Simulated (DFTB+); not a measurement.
# Geometry relaxation of HfNH₂Cl₂F (part 1 of 4)

HfNH₂Cl₂F, computed with GFN2-xTB, R-SCC, dispersion built in (DFTB+ 25.1).

The geometry comes from this level: PBE0-D4/def2-TZVP.

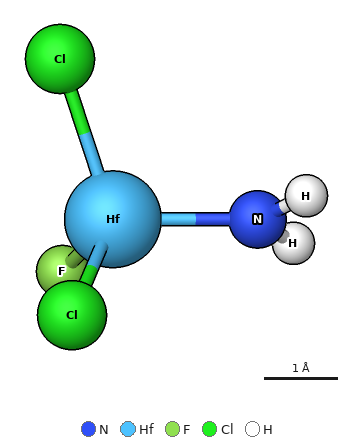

Figure 1. The input geometry (ball-and-stick view, seen at a tilt). Sticks mark near contacts.

### Key numbers

```json
{"quantity": "outcome", "value": "converged"}
{"quantity": "Mermin free energy", "value": "−19.454019 hartree"}
{"quantity": "basis functions", "value": "37"}
{"quantity": "largest force", "value": "0.053 eV/Å"}
{"quantity": "HOMO", "value": "−11.25 eV"}
{"quantity": "LUMO", "value": "−8.43 eV"}
{"quantity": "dipole moment", "value": "4.83 D"}
{"quantity": "hardware", "value": "1 thread of Intel Xeon @ 2.50GHz (Skylake/Cascade Lake), 16 GiB of memory available, shared host"}
{"quantity": "wall time", "value": "0.58 s"}
{"quantity": "peak memory", "value": "0.071 GiB"}
```

### Remarks

Settings chosen away from the usual ones: optimiser.

### The input (dftb_in.hsd)
```
Geometry = GenFormat {
  <<< "mol.gen"
}

Driver = GeometryOptimisation {
  Optimiser = LBFGS {}
  MaxSteps = 100
  Convergence = {
    GradElem = 0.001
  }
  AppendGeometries = Yes
}

Hamiltonian = xTB {
  Method = "GFN2-xTB"
}

Analysis = {
  PrintForces = Yes
}

Options = {
  WriteResultsTag = Yes
}

ParserOptions = {
  ParserVersion = 14
}
```

### File mol.gen
```
7 C
N Hf F Cl H
   1  1     -0.113400      1.251100      0.058800
   2  2     -0.009300     -0.742300     -0.077000
   3  3     -1.688500     -1.294600     -0.750200
   4  4      0.418100     -1.633100      2.054200
   5  4      1.747700     -1.320700     -1.524900
   6  5      0.623100      1.860600      0.388100
   7  5     -0.916300      1.811100     -0.194600
```

Launch command:
```bash
dftb+ > run.log
```

### Log
```
|  DFTB+ development version (commit: a23bfb2)

Reading input file 'dftb_in.hsd'
Parser version: 14

--------------------------------------------------------------------------------

Processed input in HSD format written to 'dftb_pin.hsd'

Starting initialization...
--------------------------------------------------------------------------------
OpenMP threads:              1
Chosen random seed:          446200368
Current stacksize:           unlimited
Mode:                        Geometry optimisation relaxation
Self consistent charges:     Yes
SCC-tolerance:                 0.100000E-04
Max. scc iterations:                    100
Shell resolved Hubbard:      Yes
Spin polarisation:           No
Nr. of up electrons:            16.000000
Nr. of down electrons:          16.000000
Periodic boundaries:         No
Electronic solver:           Relatively robust
Mixer:                       Broyden mixer
Mixing parameter:                  0.200000
Nr. of chrg. vec. in memory:            100
Max. SCC-cycles:                        100
Max. nr. of geometry steps:             100
tblite library version:      0.3.0
-> parametrization:          GFN2-xTB
-> repulsion:                Yes
-> dispersion:               Yes
-> halogen bonding:          No
-> electrostatics:           Yes
   -> isotropic:             Yes
   -> anisotropic:           Yes
   -> third-order:           Yes
Electronic temperature:              0.950045E-03 H      0.258520E-01 eV
Initial charges:             Set automatically (system chrg:   0.000E+00)
Included shells:             N:  s, p
                            Hf:  d, s, p
                             F:  s, p
                            Cl:  s, p, d
                             H:  s
Extra options:
                             Mulliken analysis
                             Force calculation
Force type                   original

--------------------------------------------------------------------------------

***  Geometry step: 0

 iSCC Total electronic   Diff electronic      SCC error
    1   -0.18802006E+02    0.00000000E+00    0.19545134E+01
    2   -0.19452481E+02   -0.18802006E+02    0.10396998E+01
    3   -0.19480831E+02   -0.65047507E+00    0.83023651E+00
    4   -0.19368926E+02   -0.28349977E-01    0.88809439E+00
    5   -0.19488911E+02    0.11190505E+00    0.44338091E+00
    6   -0.19480091E+02   -0.11998565E+00    0.65286576E+00
    7   -0.19497351E+02    0.88203453E-02    0.16988675E+00
    8   -0.19498783E+02   -0.17260118E-01    0.10435550E+00
    9   -0.19498764E+02   -0.14321809E-02    0.61382611E-01
   10   -0.19498641E+02    0.19414830E-04    0.55385753E-01
   11   -0.19498918E+02    0.12299168E-03    0.49318703E-01
   12   -0.19499250E+02   -0.27689475E-03    0.22038729E-01
   13   -0.19499185E+02   -0.33210828E-03    0.16522622E-01
   14   -0.19499199E+02    0.65016171E-04    0.34375664E-02
   15   -0.19499195E+02   -0.13545587E-04    0.24385903E-02
   16   -0.19499205E+02    0.31785003E-05    0.59027460E-03
   17   -0.19499207E+02   -0.91818745E-05    0.33555748E-03
   18   -0.19499208E+02   -0.20229879E-05    0.13478893E-03
   19   -0.19499207E+02   -0.13016175E-05    0.88488352E-04
   20   -0.19499207E+02    0.41916573E-06    0.53252333E-04
   21   -0.19499207E+02    0.89720860E-07    0.25831087E-05

Total Energy:                      -19.4467478906 H         -529.1729 eV
Extrapolated to 0K:                -19.4467478906 H         -529.1729 eV
Total Mermin free energy:          -19.4467478906 H         -529.1729 eV
Force related energy:              -19.4467478906 H         -529.1729 eV

total energy  -1.9446748E+01 H       energy change -1.9446748E+01 H
gradient norm  2.9164345E-02 H/a0    max. gradient  1.4223096E-02 H/a0
step length    0.0000000E+00 a0      max. step      0.0000000E+00 a0

--------------------------------------------------------------------------------

***  Geometry step: 1

 iSCC Total electronic   Diff electronic      SCC error
    1   -0.19498562E+02    0.00000000E+00    0.11657965E-01
    2   -0.19498534E+02    0.64508284E-03    0.99841432E-02
    3   -0.19498481E+02    0.27927647E-04    0.58125248E-02
    4   -0.19498462E+02    0.53096933E-04    0.43065407E-02
    5   -0.19498408E+02    0.19255648E-04    0.13137770E-02
    6   -0.19498426E+02    0.53982214E-04    0.38749924E-03
    7   -0.19498428E+02   -0.18649930E-04    0.26977996E-03
    8   -0.19498429E+02   -0.18447824E-05    0.16690295E-03
    9   -0.19498427E+02   -0.49304256E-06    0.19803576E-04
   10   -0.19498426E+02    0.19907331E-05    0.71706878E-05

Total Energy:                      -19.4474846309 H         -529.1930 eV
Extrapolated to 0K:                -19.4474846309 H         -529.1930 eV
Total Mermin free energy:          -19.4474846309 H         -529.1930 eV
Force related energy:              -19.4474846309 H         -529.1930 eV

total energy  -1.9447485E+01 H       energy change -7.3674039E-04 H
gradient norm  2.3005676E-02 H/a0    max. gradient  1.3110651E-02 H/a0
step length    2.9164345E-02 a0      max. step      1.4223096E-02 a0

--------------------------------------------------------------------------------

***  Geometry step: 2

 iSCC Total electronic   Diff electronic      SCC error
    1   -0.19499213E+02    0.00000000E+00    0.30327493E-01
    2   -0.19499115E+02   -0.78720970E-03    0.36458602E-01
    3   -0.19499090E+02    0.98474271E-04    0.33766516E-01
    4   -0.19498959E+02    0.25307297E-04    0.18989846E-01
    5   -0.19498843E+02    0.13087016E-03    0.24836667E-02
    6   -0.19498858E+02    0.11601481E-03    0.15795698E-02
    7   -0.19498874E+02   -0.15107429E-04    0.10123831E-02
    8   -0.19498870E+02   -0.16146082E-04    0.41860499E-03
    9   -0.19498864E+02    0.41520592E-05    0.90627286E-04
   10   -0.19498863E+02    0.59560213E-05    0.93528596E-04
   11   -0.19498862E+02    0.14299850E-05    0.23493363E-04
   12   -0.19498861E+02    0.94162394E-06    0.80808659E-05

Total Energy:                      -19.4491826371 H         -529.2392 eV
Extrapolated to 0K:                -19.4491826371 H         -529.2392 eV
Total Mermin free energy:          -19.4491826371 H         -529.2392 eV
Force related energy:              -19.4491826371 H         -529.2392 eV

total energy  -1.9449183E+01 H       energy change -1.6980062E-03 H
gradient norm  2.2883217E-02 H/a0    max. gradient  1.2509875E-02 H/a0
step length    1.1914417E-01 a0      max. step      6.6046389E-02 a0

--------------------------------------------------------------------------------

***  Geometry step: 3

 iSCC Total electronic   Diff electronic      SCC error
    1   -0.19501586E+02    0.00000000E+00    0.11941021E-01
    2   -0.19501531E+02   -0.27247479E-02    0.15107896E-01
    3   -0.19501528E+02    0.54821350E-04    0.14990188E-01
    4   -0.19501510E+02    0.26525427E-05    0.88636221E-02
    5   -0.19501524E+02    0.18449761E-04    0.10316293E-02
    6   -0.19501517E+02   -0.13787108E-04    0.78667512E-03
    7   -0.19501517E+02    0.71784227E-05    0.63154894E-03
    8   -0.19501517E+02   -0.14338976E-06    0.30693657E-03
    9   -0.19501514E+02   -0.46755632E-06    0.68898832E-04
   10   -0.19501513E+02    0.32815962E-05    0.60788817E-04
   11   -0.19501513E+02    0.62760247E-06    0.12395542E-04
   12   -0.19501513E+02    0.32727847E-08    0.36684409E-05

Total Energy:                      -19.4497561536 H         -529.2548 eV
Extrapolated to 0K:                -19.4497561536 H         -529.2548 eV
Total Mermin free energy:          -19.4497561536 H         -529.2548 eV
Force related energy:              -19.4497561536 H         -529.2548 eV

total energy  -1.9449756E+01 H       energy change -5.7351653E-04 H
gradient norm  2.1414246E-02 H/a0    max. gradient  1.1464369E-02 H/a0
step length    6.2406869E-02 a0      max. step      3.6522009E-02 a0

--------------------------------------------------------------------------------

***  Geometry step: 4

 iSCC Total electronic   Diff electronic      SCC error
    1   -0.19506690E+02    0.00000000E+00    0.18951173E-01
    2   -0.19506648E+02   -0.51770609E-02    0.13681292E-01
    3   -0.19506651E+02    0.42201686E-04    0.13310770E-01
    4   -0.19506694E+02   -0.26589904E-05    0.67228444E-02
    5   -0.19506727E+02   -0.43371003E-04    0.17580276E-02
    6   -0.19506723E+02   -0.32890481E-04    0.84395964E-03
    7   -0.19506721E+02    0.39968585E-05    0.50873990E-03
    8   -0.19506716E+02    0.18904331E-05    0.18617980E-03
    9   -0.19506715E+02    0.54165956E-05    0.79086723E-04
   10   -0.19506714E+02    0.81923010E-06    0.10209457E-03
   11   -0.19506714E+02    0.51112120E-06    0.81861060E-05

Total Energy:                      -19.4503488475 H         -529.2709 eV
Extrapolated to 0K:                -19.4503488475 H         -529.2709 eV
Total Mermin free energy:          -19.4503488475 H         -529.2709 eV
Force related energy:              -19.4503488475 H         -529.2709 eV

total energy  -1.9450349E+01 H       energy change -5.9269387E-04 H
gradient norm  1.6055283E-02 H/a0    max. gradient  8.3476387E-03 H/a0
step length    7.2702071E-02 a0      max. step      4.0100363E-02 a0

--------------------------------------------------------------------------------

***  Geometry step: 5

 iSCC Total electronic   Diff electronic      SCC error
    1   -0.19510640E+02    0.00000000E+00    0.19508103E-01
    2   -0.19510620E+02   -0.39259314E-02    0.13575694E-01
    3   -0.19510632E+02    0.20365138E-04    0.12677273E-01
    4   -0.19510685E+02   -0.11703601E-04    0.51923131E-02
    5   -0.19510700E+02   -0.53129249E-04    0.44581480E-02
    6   -0.19510678E+02   -0.15489850E-04    0.56421314E-03
    7   -0.19510676E+02    0.22437113E-04    0.35661143E-03
    8   -0.19510674E+02    0.17468229E-05    0.10836384E-03
    9   -0.19510676E+02    0.17668076E-05    0.31186688E-04
   10   -0.19510676E+02   -0.17219534E-05    0.15576772E-04
   11   -0.19510676E+02   -0.11875170E-06    0.43625570E-05

Total Energy:                      -19.4507185761 H         -529.2810 eV
Extrapolated to 0K:                -19.4507185761 H         -529.2810 eV
Total Mermin free energy:          -19.4507185761 H         -529.2810 eV
Force related energy:              -19.4507185761 H         -529.2810 eV

total energy  -1.9450719E+01 H       energy change -3.6972859E-04 H
gradient norm  1.4155868E-02 H/a0    max. gradient  8.0990380E-03 H/a0
step length    4.7225738E-02 a0      max. step      2.7268271E-02 a0

--------------------------------------------------------------------------------

***  Geometry step: 6

 iSCC Total electronic   Diff electronic      SCC error
    1   -0.19513780E+02    0.00000000E+00    0.22498105E-01
    2   -0.19513766E+02   -0.31040989E-02    0.17982969E-01
    3   -0.19513777E+02    0.14417850E-04    0.14633713E-01
    4   -0.19513787E+02   -0.10719800E-04    0.10548529E-01
    5   -0.19513775E+02   -0.10741993E-04    0.38673176E-02
    6   -0.19513760E+02    0.12603605E-04    0.90376093E-03
    7   -0.19513756E+02    0.14516794E-04    0.33990205E-03
    8   -0.19513758E+02    0.43036518E-05    0.14053091E-03
    9   -0.19513760E+02   -0.20924941E-05    0.66053126E-04
   10   -0.19513761E+02   -0.19887488E-05    0.21787839E-04
   11   -0.19513761E+02   -0.62019228E-06    0.96415233E-05

Total Energy:                      -19.4510301993 H         -529.2895 eV
Extrapolated to 0K:                -19.4510301993 H         -529.2895 eV
Total Mermin free energy:          -19.4510301993 H         -529.2895 eV
Force related energy:              -19.4510301993 H         -529.2895 eV

total energy  -1.9451030E+01 H       energy change -3.1162323E-04 H
gradient norm  1.3200674E-02 H/a0    max. gradient  5.8655392E-03 H/a0
step length    5.1473153E-02 a0      max. step      3.0872071E-02 a0

--------------------------------------------------------------------------------

***  Geometry step: 7

 iSCC Total electronic   Diff electronic      SCC error
    1   -0.19514926E+02    0.00000000E+00    0.17207240E-01
    2   -0.19514916E+02   -0.11651315E-02    0.15643470E-01
    3   -0.19514904E+02    0.96895333E-05    0.10168293E-01
    4   -0.19514886E+02    0.11890705E-04    0.68809528E-02
    5   -0.19514844E+02    0.18717898E-04    0.11130549E-02
    6   -0.19514847E+02    0.41312351E-04    0.13315747E-02
    7   -0.19514842E+02   -0.22390567E-05    0.30427616E-03
    8   -0.19514842E+02    0.47731414E-05    0.23979050E-03
    9   -0.19514845E+02    0.30962042E-06    0.60396059E-04
   10   -0.19514846E+02   -0.32857974E-05    0.98952857E-05

Total Energy:                      -19.4512219556 H         -529.2947 eV
Extrapolated to 0K:                -19.4512219556 H         -529.2947 eV
Total Mermin free energy:          -19.4512219556 H         -529.2947 eV
Force related energy:              -19.4512219556 H         -529.2947 eV

total energy  -1.9451222E+01 H       energy change -1.9175625E-04 H
gradient norm  9.8456420E-03 H/a0    max. gradient  4.7337082E-03 H/a0
step length    4.1925808E-02 a0      max. step      2.3194085E-02 a0

--------------------------------------------------------------------------------

***  Geometry step: 8

 iSCC Total electronic   Diff electronic      SCC error
    1   -0.19514659E+02    0.00000000E+00    0.17162285E-01
    2   -0.19514657E+02    0.18685843E-03    0.10739127E-01
    3   -0.19514633E+02    0.12392137E-05    0.70471461E-02
    4   -0.19514576E+02    0.24103116E-04    0.17775189E-02
    5   -0.19514572E+02    0.57262316E-04    0.53075666E-03
    6   -0.19514573E+02    0.44544535E-05    0.39674426E-03
    7   -0.19514572E+02   -0.92281368E-06    0.16895556E-03
    8   -0.19514573E+02    0.87113797E-06    0.90594179E-04
    9   -0.19514574E+02   -0.14589956E-05    0.32354773E-04
   10   -0.19514575E+02   -0.12996852E-05    0.77445547E-05

Total Energy:                      -19.4513451731 H         -529.2980 eV
Extrapolated to 0K:                -19.4513451731 H         -529.2980 eV
Total Mermin free energy:          -19.4513451731 H         -529.2980 eV
Force related energy:              -19.4513451731 H         -529.2980 eV

total energy  -1.9451345E+01 H       energy change -1.2321755E-04 H
gradient norm  8.5888559E-03 H/a0    max. gradient  3.8160889E-03 H/a0
step length    2.9411737E-02 a0      max. step      1.5603232E-02 a0

--------------------------------------------------------------------------------

***  Geometry step: 9

 iSCC Total electronic   Diff electronic      SCC error
    1   -0.19513947E+02    0.00000000E+00    0.26701406E-01
    2   -0.19513949E+02    0.62824484E-03    0.17623803E-01
    3   -0.19513911E+02   -0.23133002E-05    0.78501638E-02
    4   -0.19513864E+02    0.38279082E-04    0.25423376E-02
    5   -0.19513847E+02    0.46293923E-04    0.65480094E-03
    6   -0.19513843E+02    0.17753388E-04    0.28478046E-03
    7   -0.19513844E+02    0.35263848E-05    0.23003841E-03
    8   -0.19513847E+02   -0.81386328E-06    0.59310932E-04
    9   -0.19513849E+02   -0.36191085E-05    0.22491987E-04
   10   -0.19513849E+02   -0.11726765E-05    0.34055955E-05

Total Energy:                      -19.4514981156 H         -529.3022 eV
Extrapolated to 0K:                -19.4514981156 H         -529.3022 eV
Total Mermin free energy:          -19.4514981156 H         -529.3022 eV
Force related energy:              -19.4514981156 H         -529.3022 eV

total energy  -1.9451498E+01 H       energy change -1.5294246E-04 H
gradient norm  1.1009424E-02 H/a0    max. gradient  8.2256867E-03 H/a0
step length    3.9800520E-02 a0      max. step      1.7926590E-02 a0

--------------------------------------------------------------------------------

***  Geometry step: 10

 iSCC Total electronic   Diff electronic      SCC error
    1   -0.19512887E+02    0.00000000E+00    0.52195971E-01
    2   -0.19512892E+02    0.96191541E-03    0.37205282E-01
    3   -0.19512815E+02   -0.49061672E-05    0.11112820E-01
    4   -0.19512759E+02    0.77284368E-04    0.29167789E-02
    5   -0.19512741E+02    0.55380261E-04    0.92451476E-03
    6   -0.19512741E+02    0.18323691E-04    0.75636779E-03
    7   -0.19512740E+02   -0.10468855E-06    0.33337936E-03
    8   -0.19512740E+02    0.42105257E-06    0.21432156E-03
    9   -0.19512746E+02    0.67187525E-07    0.61936014E-04
   10   -0.19512747E+02   -0.59261650E-05    0.16292672E-04
   11   -0.19512747E+02   -0.37162584E-06    0.50347120E-05

Total Energy:                      -19.4517532733 H         -529.3091 eV
Extrapolated to 0K:                -19.4517532733 H         -529.3091 eV
Total Mermin free energy:          -19.4517532733 H         -529.3091 eV
Force related energy:              -19.4517532733 H         -529.3091 eV

total energy  -1.9451753E+01 H       energy change -2.5515775E-04 H
gradient norm  1.5158099E-02 H/a0    max. gradient  1.1403087E-02 H/a0
step length    7.8039011E-02 a0      max. step      3.0235710E-02 a0

--------------------------------------------------------------------------------

***  Geometry step: 11

 iSCC Total electronic   Diff electronic      SCC error
    1   -0.19511866E+02    0.00000000E+00    0.71220063E-01
    2   -0.19511872E+02    0.88057723E-03    0.54205982E-01
    3   -0.19511768E+02   -0.57440569E-05    0.15734124E-01
    4   -0.19511730E+02    0.10419506E-03    0.33541162E-02
    5   -0.19511733E+02    0.37667245E-04    0.15221819E-02
    6   -0.19511727E+02   -0.27293751E-05    0.82299585E-03
    7   -0.19511727E+02    0.60555096E-05    0.60688086E-03
    8   -0.19511732E+02    0.27030127E-06    0.20975152E-03
    9   -0.19511739E+02   -0.51211287E-05    0.74702523E-04
   10   -0.19511739E+02   -0.73344661E-05    0.31961326E-04
   11   -0.19511740E+02   -0.35716083E-06    0.61616021E-05
```
